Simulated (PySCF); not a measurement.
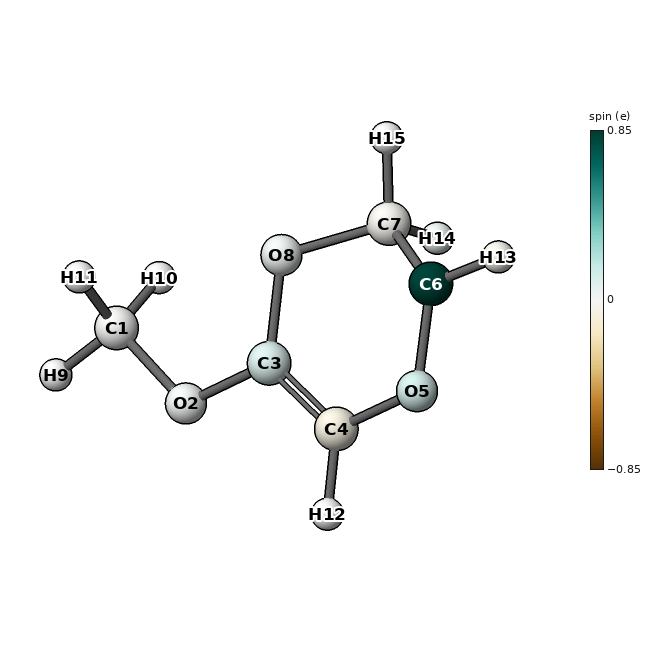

Atoms are coloured by their Mulliken spin populations. State: neutral, doublet. The computed structure is the end point of a GFN2-xTB optimisation. No frequency run is at hand to confirm it as a minimum. Properties computed with UKS B3LYP, pcH-1 on C H O, non-relativistic (PySCF 2.14.0).

**Which atom carries the largest spin population?**

C6 (0.81 e).

**Which atom has the lowest spin population?**

C4 (−0.06 e); a negative value comes from spin polarisation.

Give the Mulliken spin populations atom by atom.

```
atom  value (e)
  C1       0.00
  O2       0.02
  C3       0.10
  C4      −0.06
  O5       0.13
  C6       0.81
  C7      −0.02
  O8       0.02
  H9       0.00
 H10       0.00
 H11       0.00
 H12       0.00
 H13      −0.03
 H14       0.04
 H15       0.00
```

Mulliken values depend strongly on the basis set.
